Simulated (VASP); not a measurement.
Band structure of Be3ZnSe4 (ordered alloy cell). Computed with PBEsol GGA, VASP's PBE PAW potentials (set 64) (plane waves; VASP).

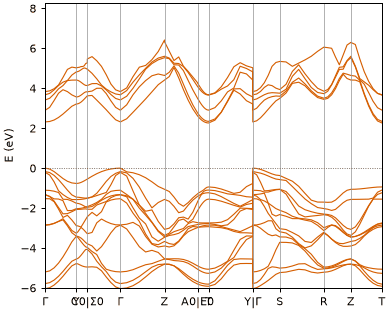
*Bands along high-symmetry lines, zero at the valence-band maximum or, without a gap, the Fermi level*

Q: Read the plot: is there a gap, and where are the band edges?

A: The gap is indirect, 2.26 eV, from the valence maximum at Γ to the conduction minimum at T. (Edges off the drawn lines would not show.)

The structure was generated: Be3ZnSe4 was put into an ordered model structure (Amm2), which need not be its known phase. It was relaxed first.
